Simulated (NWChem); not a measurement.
**One shape, several levels: triplet H3O+**

Aim: a comparison of 6 runs (UPBE0/aug-cc-pVTZ, U-r2SCAN/aug-cc-pVTZ, UB3LYP/aug-cc-pVTZ, UPBE/aug-cc-pVTZ, USVWN5/aug-cc-pVTZ, UMP2/aug-cc-pVTZ) of triplet H3O+. 

The results are computed with NWChem 7.3.0.

**1. The structure to begin with**

H3O+: 4 atoms, total charge +1, spin state triplet. SMILES of the parent species: `[OH3+]`. The coordinates come from a PBE0-D4/def2-TZVP relaxation. That shape belongs to the parent species and isn't relaxed for this state.

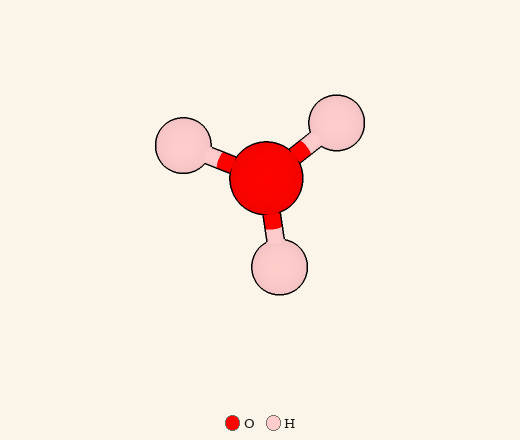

The structure, seen from a chosen angle (oxygen red, hydrogen pink).

**2. The energy at UPBE0/aug-cc-pVTZ (run 1)**

Contents of mymol.xyz:

```xyz
4

O      0.181970    -0.056700    -0.052760
H      0.219060     0.918440     0.015140
H     -0.408890    -0.368290    -0.767380
H      0.007860    -0.493450     0.805020
```

Contents of mymol.nw:

```
start mymol
memory stack 880 mb heap 220 mb global 1100 mb
charge 1

geometry units angstroms noautosym nocenter noautoz
 load format xyz mymol.xyz
end

basis spherical bse
 * library aug-cc-pVTZ
end

dft
 xc pbe0
 mult 3
 grid fine
 convergence energy 1e-08
 maxiter 100
 mulliken
 print low
end

task dft energy
```

On the command line:

```sh
$ nwchem mymol.nw > mymol.out
```

What it wrote:

```text
[...]
 d= 0,ls=0.0,diis     1    -76.1699223181 -9.01D+01  2.86D-03  4.08D-01     1.8
[...]
 d= 0,ls=0.0,diis     7    -76.2555865827 -4.02D-09  4.02D-07  1.68D-10    11.2
[...]
         Total DFT energy =      -76.255586582731
      One electron energy =     -126.600984197554
           Coulomb energy =       45.601473459725
    Exchange-Corr. energy =       -9.212384216460
 Nuclear repulsion energy =       13.956308371557
[...]
      Total Density - Mulliken Population Analysis
     ---------------------------------------------
    Atom       Charge   Shell Charges
 -----------   ------   -------------------------------------------------------
    1 O    8     7.39   1.95  0.28  1.06  0.34  0.15  1.25  1.93  0.41  0.01  0.00  0.01 -0.01  0.00 -0.00
    2 H    1     0.87   0.22  0.38  0.14  0.02  0.02  0.07  0.00  0.01  0.02
    3 H    1     0.87   0.22  0.38  0.14  0.02  0.02  0.07  0.00  0.01  0.02
    4 H    1     0.87   0.22  0.38  0.14  0.02  0.02  0.07  0.00  0.01  0.02
[...]
      <S2> =      2.0017 (Exact =     2.0000)
[...]
```

Run time: 12 s. Hardware: 1 thread of Intel Xeon 6975P-C (Granite Rapids), shared host; peak memory 0.12 GiB.

**3. A single-point energy at U-r2SCAN/aug-cc-pVTZ (run 2)**

Contents of sp.nw:

```
echo
start sp
title "H3O"
memory 2200 mb
charge 1
geometry units angstrom noautosym nocenter noautoz
 O      0.181970    -0.056700    -0.052760
 H      0.219060     0.918440     0.015140
 H     -0.408890    -0.368290    -0.767380
 H      0.007860    -0.493450     0.805020
end
basis "ao basis" spherical bse
 O library aug-cc-pVTZ
 H library aug-cc-pVTZ
end
dft
 xc r2scan
 mult 3
 grid fine
 convergence energy 1e-08
 maxiter 100
 mulliken
 noprint "final vectors analysis"
end
task dft energy
```

On the command line:

```sh
$ nwchem sp.nw > sp.out
```

What it wrote:

```text
[...]
          Wavefunction type:  spin polarized.
          No. of atoms     :     4
          No. of electrons :    10
[...]
          Charge           :     1
          Spin multiplicity:     3
[...]
          AO basis - number of functions:   115
[...]
              XC Information
              --------------
                      r^2SCAN Method XC Functional
               r^2SCAN metaGGA Exchange Functional  1.000
                     r^2SCAN Correlation Potential  1.000
[...]
 d= 0,ls=0.0,diis     1    -76.2142021407 -9.02D+01  3.46D-03  3.97D-01     2.0
[...]
 d= 0,ls=0.0,diis     8    -76.3007962753 -5.09D-10  1.28D-07  1.73D-11    14.9
[...]
         Total DFT energy =      -76.300796275316
      One electron energy =     -126.623537223729
           Coulomb energy =       45.632643853059
    Exchange-Corr. energy =       -9.266211276203
 Nuclear repulsion energy =       13.956308371557
[...]
      Total Density - Mulliken Population Analysis
     ---------------------------------------------
    Atom       Charge   Shell Charges
 -----------   ------   -------------------------------------------------------
    1 O    8     7.26   1.95  0.28  1.06  0.33  0.07  1.25  1.94  0.35  0.00  0.00  0.01 -0.01  0.00  0.00
    2 H    1     0.91   0.22  0.39  0.17  0.02  0.02  0.07  0.00  0.01  0.01
    3 H    1     0.91   0.22  0.39  0.17  0.02  0.02  0.07  0.00  0.01  0.01
    4 H    1     0.91   0.22  0.39  0.17  0.02  0.02  0.07  0.00  0.01  0.01
[...]
      <S2> =      2.0030 (Exact =     2.0000)
[...]
```

Run time: 16 s. Hardware: 1 thread of Intel Xeon 6975P-C (Granite Rapids), shared host; peak memory 0.13 GiB.

Runs 3 to 5 aren't shown in full; the table further down has their settings and results.

**4. The energy at UMP2/aug-cc-pVTZ (run 6)**

Contents of test.nw:

```
start test
title "H3O"
memory total 2200 mb
charge 1
geometry units angstroms noautosym nocenter noautoz
  O     0.181970   -0.056700   -0.052760
  H     0.219060    0.918440    0.015140
  H    -0.408890   -0.368290   -0.767380
  H     0.007860   -0.493450    0.805020
end
basis "ao basis" spherical bse
  * library aug-cc-pVTZ
end
scf
  triplet
  uhf
  thresh 1e-08
  maxiter 80
end
mp2
  freeze core 1
  tight
end
task mp2 energy
```

On the command line:

```sh
$ nwchem test.nw > test.out
```

What it wrote:

```text
[...]
  functions       =   115
[...]
  wavefunction    = UHF
[...]
         Total SCF energy =    -75.963235363807
      One electron energy =   -126.478517814729
      Two electron energy =     36.558974079365
 Nuclear repulsion energy =     13.956308371557
                       Sz =      1.0000
                 Sz(Sz+1) =      2.0000
                      S^2 =      2.0044
[...]
          Total MP2 energy           -76.181783722748
[...]
```

Run time: 28 s. Hardware: 1 thread of Intel Xeon 6975P-C (Granite Rapids), shared host; peak memory 0.25 GiB.

**5. The series**

```
run                 level  integration grid  iteration cap  energy (Eh)   ⟨S²⟩  wall time
  1     UPBE0/aug-cc-pVTZ              fine            100   -76.255587  2.002       12 s
  2  U-r2SCAN/aug-cc-pVTZ              fine            100   -76.300796  2.003       16 s
  3    UB3LYP/aug-cc-pVTZ              fine            100   -76.339510  2.001       12 s
  4      UPBE/aug-cc-pVTZ              fine            100   -76.254477  2.001       12 s
  5    USVWN5/aug-cc-pVTZ              fine            100   -75.762077  2.001      9.6 s
  6      UMP2/aug-cc-pVTZ                 –             80   -76.181784  2.004       28 s
```

**6. Summary of results**

```
                                                         quantity         value
                                              run 6: total energy  -76.18178 Eh
run 6: HOMO energy (Hartree–Fock orbitals) (highest over α and β)     -12.96 eV
 run 6: LUMO energy (Hartree–Fock orbitals) (lowest over α and β)     -11.96 eV
                run 6: correlation energy (1 core orbital frozen)    -218.5 mEh
                         run 6: ⟨S²⟩ of the reference determinant         2.004
```

Totals of different functionals can't be ranked against each other. All runs together took 89 s, the longest 28 s.
